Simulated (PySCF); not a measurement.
**CI4, SMILES `IC(I)(I)I`: what the electrons do**

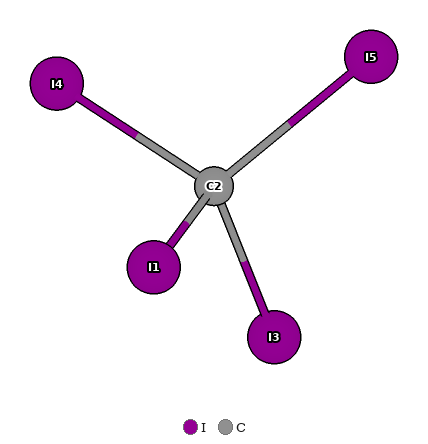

The molecule, with its atoms numbered as below. No frequency check shows the geometry to be a minimum.

Cartesian coordinates (Å):

```
I1      -0.0707    1.2528    1.7703
C2      -0.0000   -0.0000    0.0001
I3       0.0707    1.2528   -1.7703
I4       1.7705   -1.2528    0.0707
I5      -1.7705   -1.2528   -0.0707
```

## 1. Bonding charge

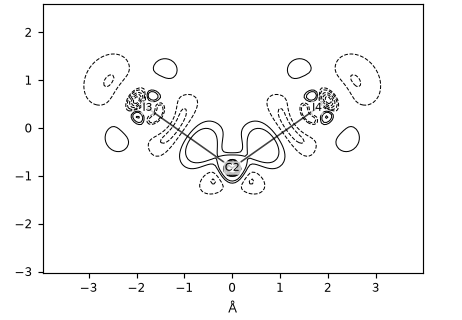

Deformation density (molecule less spherical, spin-averaged free atoms) in the plane of C2, I3 and I4; contours at ±0.05 to ±0.8 e/Å³; solid lines: gain, dashed lines: loss.

Computed with PySCF, PBE0/def2-TZVP, geometry: GFN2-xTB. Core potentials replace the inner electrons of I; spin–orbit coupling isn't included.

> How much density has each bond in this plane gained at its critical point, relative to the free atoms?

C2–I3 and C2–I4: +0.12 e/Å³ at the bond critical point (bond length 2.17 Å, Mayer order 1.0). In all, 1.4 electrons gather in the regions of gain relative to the promolecule. A small or negative value marks a very polar bond, one between electron-rich atoms, whose free-atom densities already overlap strongly, a long bond to a heavier atom, or a closed-shell contact such as a hydrogen bond.

## 2. Bond critical points

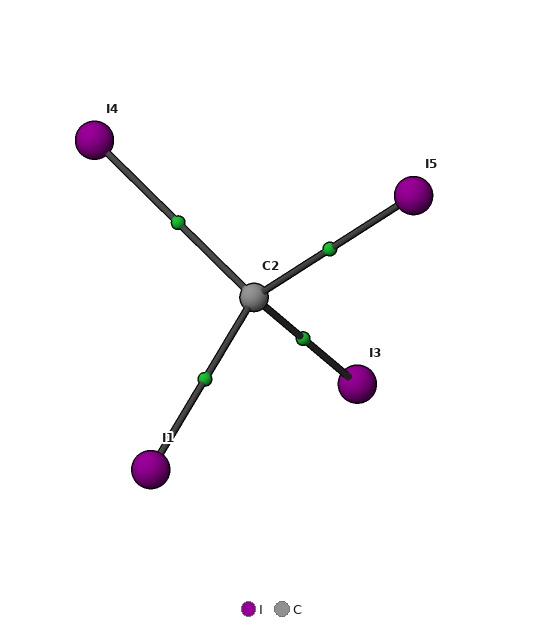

Molecular graph of the electron density (QTAIM): bond paths, bond critical points (green), ring points (magenta, if any); weak paths are dashed.

> How many critical points of each kind are there, and does the count close?

5 nuclei, 4 bond, 0 ring and 0 cage critical points: 5 − 4 + 0 − 0 = 1, as the Poincaré–Hopf relation requires.

> Tabulate density, Laplacian, ellipticity and energy density at the bond critical points (atomic units).

| bond | length (Å) | ρ (a.u.) | ∇²ρ (a.u.) | ε | H (a.u.) |
| --- | --- | --- | --- | --- | --- |
| I1–C2 (4 alike) | 2.170 | 0.115 | −0.02 | 0.00 | −0.054 |

> What kind of interaction is I1–C2?

Shared-shell (covalent): ρ = 0.115, ∇²ρ = −0.02, H = −0.054 a.u.

## 3. Local ionisation energy

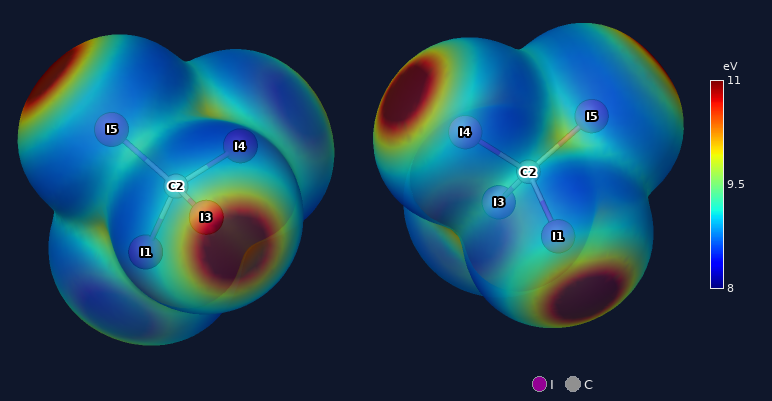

Average local ionisation energy on the surface of electron density 0.001 a.u. (back view left, front view right).

> Locate the minima of the map.

The lowest value is 8.6 eV, 2.4 Å from I1, and at like points elsewhere. For comparison, the highest occupied orbital lies at −7.3 eV.

## 4. In an electric field

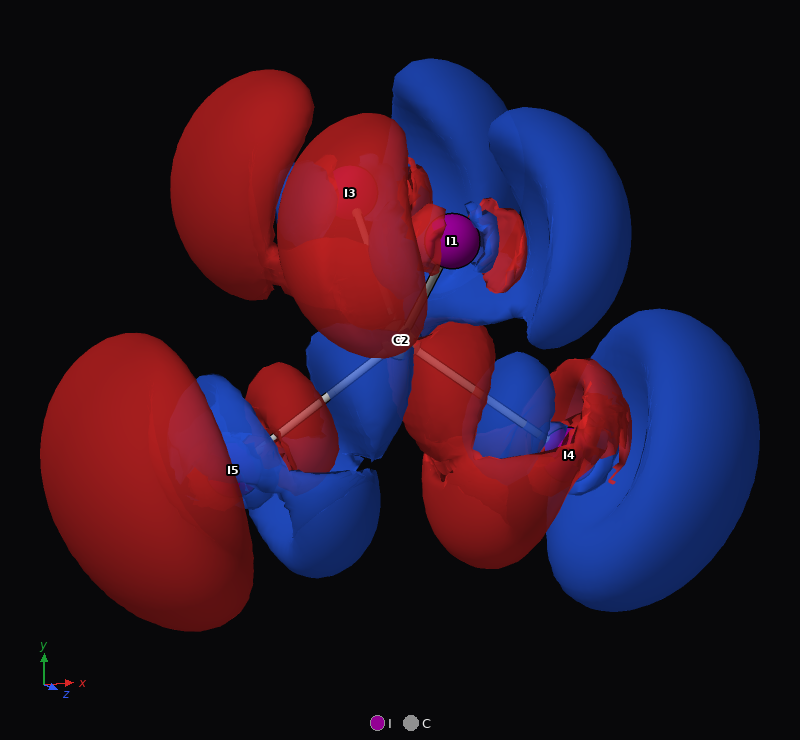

Change of the electron density in a uniform field of 0.21 V/Å, surfaces at ±0.0015 e/Å³ (red: gain, blue: loss).

Method: PBE0/def2-TZVP; geometry: GFN2-xTB; program: PySCF. Core potentials replace the inner electrons of I; spin–orbit coupling isn't included. A basis without diffuse functions makes polarisabilities too small.

> Along which Cartesian direction does the field point?

Along +x: electrons gather on the −x side, against the field.

> What dipole is induced, and what polarisability does it imply?

The induced dipole is 1.41 D (along the field); α along this axis, from the fields in both directions, is 139 bohr³ (20.6 Å³).

> Which atoms gain and lose the most charge?

Electrons gather most on I5 (Hirshfeld charge changes by −0.036 e) and leave I4 most (+0.035 e); 0.101 electrons are displaced in all.
